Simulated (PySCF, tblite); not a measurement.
**C₅H₆BCl: geometry, infrared bands and NMR shifts**

Aim: predict the infrared bands and NMR shifts of C₅H₆BCl (`C=C(C)C#CBCl`).

Programs: tblite 0.8.0 and PySCF 2.14.0, with density-fitted response routines of our own. Each step states its level of theory. These are calculated values for one molecule in the gas phase, unless marked as measured. Atoms are numbered from 0 throughout.

## 1. The starting structure

13 atoms, charge 0, multiplicity 1; geometry from: force field or distance geometry start.

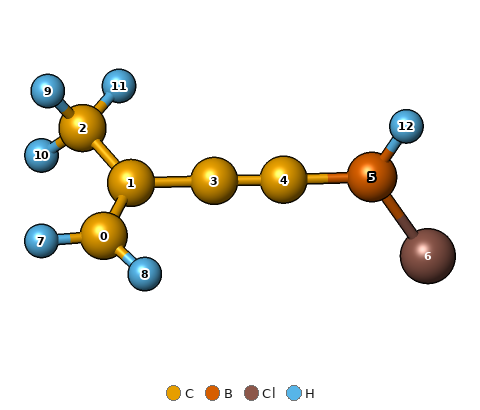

As it starts; carbon amber, boron orange, chlorine brown, hydrogen blue, atoms numbered.

## 2. Optimising the geometry with GFN2-xTB

The job: settings as JSON, then the geometry in Å.

```
{"job": {"kind": "relax", "xc": "GFN2-xTB", "basis": "xTB"}, "charge": 0, "multiplicity": 1}
C     -1.211000    -0.327600     1.587600
C     -0.912700    -0.079900     0.316200
C     -1.908500     0.062700    -0.749900
C      0.489800     0.043000    -0.016200
C      1.661200     0.152900    -0.270500
B      3.149800     0.303800    -0.610500
Cl     4.355800    -1.095100    -0.507500
H     -2.250000    -0.424700     1.928000
H     -0.394500    -0.420800     2.301500
H     -2.619800     0.886400    -0.540200
H     -2.510600    -0.839400    -0.930700
H     -1.422900     0.354500    -1.720300
H      3.569100     1.384600    -0.805300
```

Started as:

```console
> OMP_NUM_THREADS=1 python probes_run.py task.json out
```

One launch serves the whole session: the jobs run in the order shown.

The log of the run:

```text
step      E/eV     max force
  0    -530.13075    2.230
  1    -530.20272    4.346
  2    -530.33678    1.187
  3    -530.38881    0.742
  4    -530.42196    0.657
  5    -530.43042    0.394
  6    -530.43893    0.229
  7    -530.44159    0.182
  8    -530.44476    0.141
  9    -530.44627    0.132
 10    -530.44759    0.128
 11    -530.44900    0.098
 12    -530.45033    0.095
 13    -530.45127    0.074
 14    -530.45196    0.081
 15    -530.45260    0.086
 16    -530.45326    0.078
 17    -530.45394    0.068
 18    -530.45468    0.081
 19    -530.45540    0.068
 20    -530.45596    0.051
 21    -530.45634    0.050
 22    -530.45662    0.040
 23    -530.45689    0.038
 24    -530.45712    0.040
 25    -530.45730    0.039
 26    -530.45750    0.048
 27    -530.45781    0.051
 28    -530.45829    0.066
 29    -530.45891    0.074
 30    -530.45958    0.065
 31    -530.46024    0.067
 32    -530.46091    0.073
 33    -530.46155    0.071
 34    -530.46199    0.050
 35    -530.46222    0.044
 36    -530.46237    0.038
 37    -530.46249    0.026
 38    -530.46256    0.016
 39    -530.46258    0.012
 40    -530.46260    0.011
 41    -530.46262    0.015
 42    -530.46266    0.021
 43    -530.46271    0.025
 44    -530.46277    0.024
 45    -530.46283    0.027
 46    -530.46291    0.037
 47    -530.46306    0.049
 48    -530.46326    0.052
 49    -530.46345    0.038
 50    -530.46358    0.031
 51    -530.46365    0.031
 52    -530.46374    0.039
 53    -530.46388    0.043
 54    -530.46405    0.037
 55    -530.46418    0.034
 56    -530.46430    0.035
 57    -530.46445    0.039
 58    -530.46466    0.053
 59    -530.46492    0.048
 60    -530.46514    0.032
 61    -530.46527    0.024
 62    -530.46535    0.021
 63    -530.46543    0.019
 64    -530.46550    0.020
 65    -530.46557    0.039
 66    -530.46568    0.033
 67    -530.46595    0.037
 68    -530.46621    0.054
 69    -530.46657    0.060
 70    -530.46697    0.057
 71    -530.46756    0.059
 72    -530.46848    0.072
 73    -530.46971    0.084
 74    -530.46811    0.222
 75    -530.47079    0.135
 76    -530.47167    0.075
 77    -530.47227    0.082
 78    -530.47329    0.098
 79    -530.47563    0.126
 80    -530.47879    0.101
 81    -530.47958    0.285
 82    -530.48348    0.094
 83    -530.48651    0.096
 84    -530.47243    0.643
 85    -530.49024    0.145
 86    -530.49237    0.097
 87    -530.47787    0.591
 88    -530.49582    0.081
 89    -530.49788    0.083
 90    -530.49018    0.564
 91    -530.50115    0.069
 92    -530.50248    0.069
 93    -530.50381    0.175
 94    -530.50460    0.116
 95    -530.50513    0.064
 96    -530.50581    0.048
 97    -530.50611    0.036
 98    -530.50637    0.051
 99    -530.50673    0.062
100    -530.50695    0.054
101    -530.50721    0.047
102    -530.50754    0.049
103    -530.50793    0.042
104    -530.50828    0.047
105    -530.50853    0.049
106    -530.50872    0.086
107    -530.50898    0.044
108    -530.50940    0.071
109    -530.50929    0.115
110    -530.51024    0.086
111    -530.51073    0.046
112    -530.51094    0.044
113    -530.51120    0.041
114    -530.51144    0.050
115    -530.51166    0.032
116    -530.51180    0.025
117    -530.51191    0.024
118    -530.51200    0.019
119    -530.51207    0.016
120    -530.51213    0.018
121    -530.51218    0.023
122    -530.51223    0.019
123    -530.51226    0.017
124    -530.51228    0.012
125    -530.51230    0.013
126    -530.51233    0.013
127    -530.51237    0.009
```

Wall time 0.6 s (1 thread of Arm Neoverse V2, shared host).

Along the way: (not every step is listed)

```tsv
step	energy from step 0 (eV)	largest force (eV/Å)
0	0.0000	2.2303
1	-0.0720	4.3459
2	-0.2060	1.1869
3	-0.2581	0.7418
4	-0.2912	0.6571
5	-0.2997	0.3945
6	-0.3082	0.2294
7	-0.3108	0.1818
8	-0.3140	0.1412
19	-0.3247	0.0681
30	-0.3288	0.0655
41	-0.3319	0.0151
52	-0.3330	0.0391
63	-0.3347	0.0192
74	-0.3374	0.2223
85	-0.3595	0.1453
96	-0.3751	0.0476
107	-0.3782	0.0444
118	-0.3812	0.0185
122	-0.3815	0.0187
123	-0.3815	0.0166
124	-0.3815	0.0116
125	-0.3815	0.0135
126	-0.3816	0.0133
127	-0.3816	0.0087
```

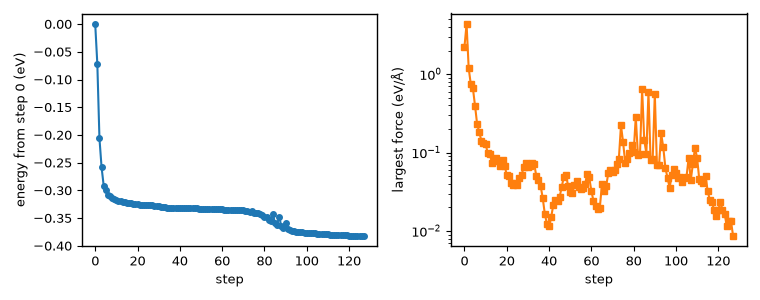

Energy and force, step by step.

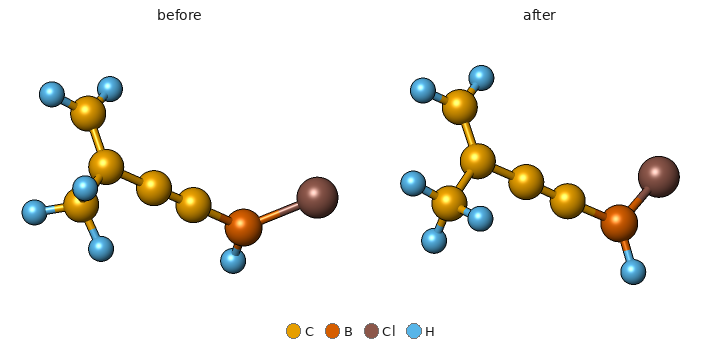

Before and after, at one scale.

Distances of close pairs at the start and the end, largest changes first:

```tsv
bond	before (Å)	after (Å)	change (Å)
B5–Cl6	1.850	1.706	-0.144
C4–B5	1.534	1.498	-0.036
C2–H11	1.124	1.089	-0.034
C1–C2	1.466	1.500	+0.034
C1–C3	1.447	1.414	-0.033
C2–H9	1.108	1.087	-0.021
C0–H7	1.098	1.077	-0.021
C0–H8	1.089	1.077	-0.012
```

The end geometry stands in the next job.

## 3. Vibrational analysis with GFN2-xTB

The job: settings as JSON, then the geometry in Å.

```
{"job": {"kind": "ir", "xc": "GFN2-xTB", "basis": "xTB"}, "charge": 0, "multiplicity": 1}
C     -1.220653    -0.372497     1.613800
C     -0.870500    -0.063104     0.364634
C     -1.856187     0.237939    -0.725312
C      0.493415    -0.003718    -0.002615
C      1.655169     0.054517    -0.349591
B      3.098679     0.109336    -0.746160
Cl     4.291095    -0.377044     0.373109
H     -2.254597    -0.420851     1.911366
H     -0.483987    -0.585017     2.369532
H     -2.874765     0.153016    -0.355831
H     -1.718386    -0.455270    -1.554247
H     -1.697715     1.245860    -1.106851
H      3.434043     0.477321    -1.809562
```

The log of the run:

```text
mode    cm-1     km/mol
  1      19.3      0.13
  2      65.4      0.03
  3     108.7      0.02
  4     136.6      1.72
  5     147.7      0.72
  6     298.9      0.17
  7     335.2      0.90
  8     408.7      4.86
  9     503.4      2.39
 10     514.1      1.99
 11     676.5     14.80
 12     677.2     38.45
 13     702.2      4.75
 14     764.0     51.55
 15     891.1     27.79
 16     940.6      7.12
 17     998.8     39.59
 18    1016.7     47.93
 19    1037.9      3.94
 20    1121.6    154.13
 21    1311.8     88.18
 22    1390.5      5.46
 23    1406.1      4.03
 24    1468.5      5.85
 25    1478.1      6.64
 26    1660.8     18.71
 27    2265.2    242.92
 28    2597.1    103.18
 29    3012.7     20.85
 30    3025.6     14.50
 31    3048.9     28.65
 32    3106.1     12.18
 33    3137.0     33.94
```

It took 0.3 s on 1 thread of Arm Neoverse V2, shared host.

The strongest bands and the atoms that carry them (share of the mass-weighted mode):

```tsv
cm⁻¹	km/mol	atoms
677	38.5	H12 43 %, B5 37 %
764	51.5	B5 46 %, Cl6 14 %, H12 13 %
999	39.6	H12 45 %, H7 14 %
1017	47.9	H9 25 %, C2 17 %, H12 17 %, H11 14 %
1122	154.1	B5 38 %, H12 14 %, C3 10 %
1312	88.2	C1 53 %, C4 12 %
2265	242.9	C3 51 %, C4 47 %
2597	103.2	H12 92 %
```

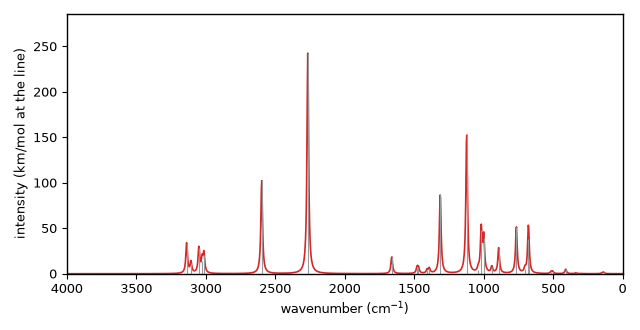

The infrared spectrum from these modes, unscaled. Lines are broadened to a width of 14 cm⁻¹ (Lorentzian).

## 4. Shielding tensors: PBE0/pcSseg-1

The job, as its differences from that of step 3:

```diff
@@ -1,2 +1,2 @@
-{"job": {"kind": "ir", "xc": "GFN2-xTB", "basis": "xTB"}, "charge": 0, "multiplicity": 1}
+{"job": {"kind": "nmr", "xc": "PBE0", "basis": "pcSseg-1"}, "charge": 0, "multiplicity": 1}
 C     -1.220653    -0.372497     1.613800
```

Method: GIAO PBE0/pcSseg-1 NMR shielding, non-relativistic, gas phase.

The log of the run:

```text
coarse grid: 11864 points
cycle   1  E = -678.6051476080  dE =  8.874e-01  |g| = 3.738e-01  |ddm| = 3.665e+00
cycle   2  E = -678.6053461210  dE = -1.985e-04  |g| = 3.881e-01  |ddm| = 8.011e-01
cycle   3  E = -678.6388853925  dE = -3.354e-02  |g| = 1.249e-01  |ddm| = 3.835e-01
cycle   4  E = -678.6423167443  dE = -3.431e-03  |g| = 4.336e-02  |ddm| = 1.232e-01
cycle   5  E = -678.6428232421  dE = -5.065e-04  |g| = 8.218e-03  |ddm| = 4.282e-02
cycle   6  E = -678.6428414262  dE = -1.818e-05  |g| = 2.999e-03  |ddm| = 1.320e-02
cycle   7  E = -678.6428434804  dE = -2.054e-06  |g| = 1.182e-03  |ddm| = 3.833e-03
final grid: 111232 points
cycle   8  E = -678.6829809379  dE = -3.356e-05  |g| = 6.633e-03  |ddm| = 6.834e-02
cycle   9  E = -678.6829776452  dE =  3.293e-06  |g| = 7.356e-03  |ddm| = 1.728e-02
cycle  10  E = -678.6829913091  dE = -1.366e-05  |g| = 2.082e-03  |ddm| = 8.886e-03
cycle  11  E = -678.6829923135  dE = -1.004e-06  |g| = 5.364e-04  |ddm| = 1.894e-03
cycle  12  E = -678.6829923719  dE = -5.840e-08  |g| = 1.862e-04  |ddm| = 5.153e-04
cycle  13  E = -678.6829923807  dE = -8.804e-09  |g| = 4.900e-05  |ddm| = 1.944e-04
cycle  14  E = -678.6829923814  dE = -6.901e-10  |g| = 1.026e-05  |ddm| = 6.752e-05
converged SCF energy = -678.6829923814

GIAO shielding tensors (ppm)
atom      isotropic    diamagn.    paramagn.     s11        s22        s33       span
  0 C       44.916     252.571    -207.655    -73.609     58.556    149.802    223.411
  1 C       52.168     263.375    -211.207    -61.501     58.928    159.076    220.576
  2 C      160.292     246.221     -85.929    144.987    149.004    186.885     41.898
  3 C       56.235     258.065    -201.831    -13.617    -10.025    192.346    205.963
  4 C       79.338     260.533    -181.195      4.956      8.339    224.717    219.761
  5 B       48.771     194.450    -145.678      7.953     21.252    117.110    109.157
  6 Cl     640.948    1147.634    -506.686    270.530    581.620   1070.693    800.163
  7 H       25.555      30.404      -4.849     22.074     25.097     29.494      7.420
  8 H       25.499      31.525      -6.026     21.949     24.568     29.980      8.031
  9 H       29.792      29.329       0.463     25.892     28.386     35.097      9.205
 10 H       29.532      28.810       0.722     25.925     28.204     34.467      8.543
 11 H       29.510      28.749       0.761     25.937     28.074     34.521      8.584
 12 H       25.621      28.843      -3.222     23.901     25.400     27.562      3.660
```

It took 14 s on 1 thread of Arm Neoverse V2, shared host; peak memory 0.72 GiB.

The references, computed at this level on geometries of the same kind, shield at (ppm): 1H TMS 31.72, 13C TMS 186.9, 11B BF3·OEt2 100.1, 35Cl HCl 950. Their shielding less the atom's gives the shift. The references are single molecules in the gas phase. Atoms listed in one row are averaged.

```tsv
atoms	environment	σ (ppm)	δ (ppm)	δ scaled to CDCl3
C0	terminal =CH2 carbon	44.9	142.0	136.7
C1	fully substituted alkene carbon	52.2	134.8	129.6
C3	alkyne carbon	56.2	130.7	125.6
C4	alkyne carbon	79.3	107.6	103.1
C2	allylic methyl carbon	160.3	26.6	24.1
H8	hydrogen on a terminal =CH2 carbon	25.50	6.22	5.97
H7	hydrogen on a terminal =CH2 carbon	25.55	6.16	5.91
H12	hydrogen on a boron bonded to C, Cl	25.62	6.10	–
H9, H10, H11	hydrogen on an allylic methyl carbon	29.61	2.11	2.09
B5	boron bonded to C, Cl, H	48.8	51.3	–
Cl6	chlorine bonded to B	641	309	–
```

The scaled column applies a straight-line fit of computed shieldings to shifts measured in CDCl3, with any fitted terms for Cl, Br or S neighbours (root-mean-square error 0.16 ppm for H, 1.9 ppm for C).

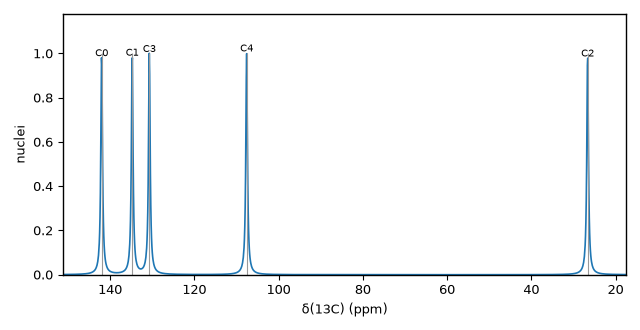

13C lines at the computed shifts, without couplings. Lines are broadened to a width of 0.46 ppm (Lorentzian).

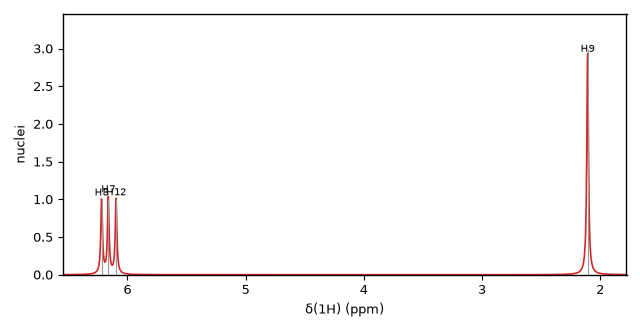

1H lines at the computed shifts, without couplings. Lines are broadened to a width of 0.02 ppm (Lorentzian).

The run also stored atomic charges by several schemes (e):

```tsv
atoms	Mulliken	IAO	Hirshfeld	ESP fit
C0	-0.01	-0.27	-0.07	-0.55
C1	-0.61	0.01	0.02	0.50
C2	-0.14	-0.42	-0.11	-0.65
C3	0.24	0.02	-0.01	-0.27
C4	-0.23	-0.17	-0.14	-0.08
B5	0.28	0.05	0.13	0.26
Cl6	-0.18	-0.03	-0.05	-0.14
```

ESP fit charges:

C0 -0.55; C1 0.50; C2 -0.65; C3 -0.27; C4 -0.08; B5 0.26; Cl6 -0.14; H7 0.21; H8 0.22; H9 0.17; H10 0.20; H11 0.19; H12 -0.07

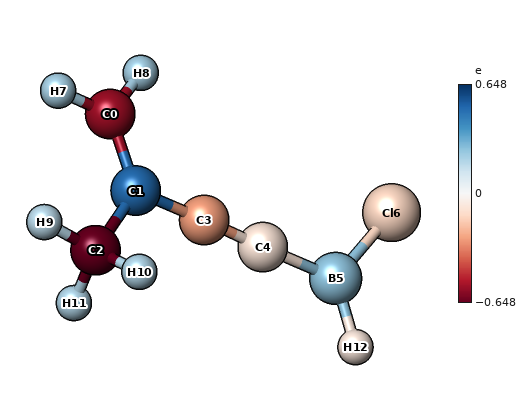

ESP fit charges, as colours on the atoms.

Mayer bond orders: C0–C1 1.93, C1–C2 1.07, C1–C3 1.05, C3–C4 2.34, C4–B5 1.15, B5–Cl6 1.14.

## 5. What came out

| quantity | value |
| --- | --- |
| strongest single infrared mode (GFN2-xTB) | 2265 cm⁻¹, 243 km/mol |
| zero-point energy (GFN2-xTB) | 57.6 kcal/mol |
| 13C shifts against TMS (PBE0/pcSseg-1) | 142.0, 134.8, 130.7, 107.6, 26.6 ppm |
| 1H shifts against TMS (PBE0/pcSseg-1, means over atoms taken as alike) | 6.22, 6.16, 6.10, 2.11 ppm |
| 11B shifts against BF3·OEt2 (PBE0/pcSseg-1) | 51.3 ppm |
| 35Cl shifts against HCl (PBE0/pcSseg-1) | 309 ppm |

Relaxing lowered the energy by 0.382 eV in 127 steps; the close pair that moved most is B5–Cl6, from 1.850 to 1.706 Å. No mode is imaginary among the 33: a minimum at this level. The strongest single mode, at 2265 cm⁻¹, moves mainly C3 and C4. GFN2-xTB is a fitted tight-binding method: band positions and strengths are rough. Its intensities can rank the bands wrongly. The most deshielded carbon is C0 (terminal =CH2 carbon), at 142.0 ppm: the olefinic region. At PBE0/pcSseg-1: Shielding is most anisotropic at Cl6 (span 800 ppm, paramagnetic term -507 ppm).
